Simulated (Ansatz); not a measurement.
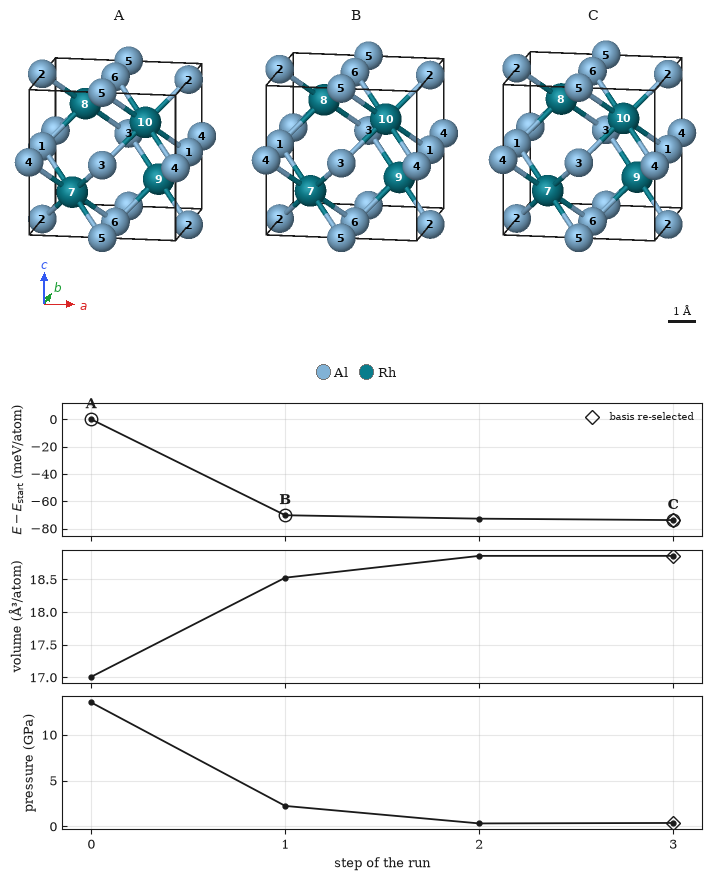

Frames of a relaxation of crystalline Al3Rh2 (a generated structure, set up in Pn-3m) (coarse preliminary run), marked on the history of the run. The picture is a ball-and-stick view of the cell of the calculation, seen slightly off an axis.

Computed with DFT PBE, scalar-relativistic, plane waves, PAW (Ansatz). Set-up: plane-wave cutoff 420 eV; k-point mesh 4 × 4 × 4; occupations gaussian; smearing width 0.1 eV; no spin polarisation; cell and atoms relaxed; force threshold 0.04 eV/Å; at most 70 steps.

What happens along the run?

Over 2 accepted moves (3 points after the start) the energy falls by 73.8 meV per atom. All forces vanish by symmetry, so only the cell relaxes. The pressure goes from 13.53 to 0.38 GPa. The SCF was repeated once at an unchanged geometry on a basis and grid sized afresh for the cell, which shifted the energy by 1.0 meV per atom at most. The atoms keep their places relative to the cell (all moves are under 0.005 Å). The drawn cell changes as follows: a = b = c 5.541 → 5.735 Å (+3.5 %); the volume changes by +10.9 %. Among the contacts that change: Al1–Rh10 2.399 → 2.483 Å. The space group stays Pn-3m (No. 224). Cost: 22 s on 1 thread of AMD EPYC 7R43 64-Core Processor (Zen 3) (shared host), peak memory 0.46 GiB. From step 0 to 1: volume +8.9 %, energy −70.2 meV per atom. From step 1 to 3: volume +1.8 %, energy −3.6 meV per atom.

```json
{"step": "0", "E − E(0), meV/atom": "0.00", "pressure, GPa": "13.53", "volume, Å³/atom": "17.010", "note": ""}
{"step": "1", "E − E(0), meV/atom": "-70.24", "pressure, GPa": "2.24", "volume, Å³/atom": "18.527", "note": ""}
{"step": "2", "E − E(0), meV/atom": "-72.75", "pressure, GPa": "0.33", "volume, Å³/atom": "18.861", "note": ""}
{"step": "3", "E − E(0), meV/atom": "-73.79", "pressure, GPa": "0.38", "volume, Å³/atom": "18.861", "note": "same geometry, new basis"}
```
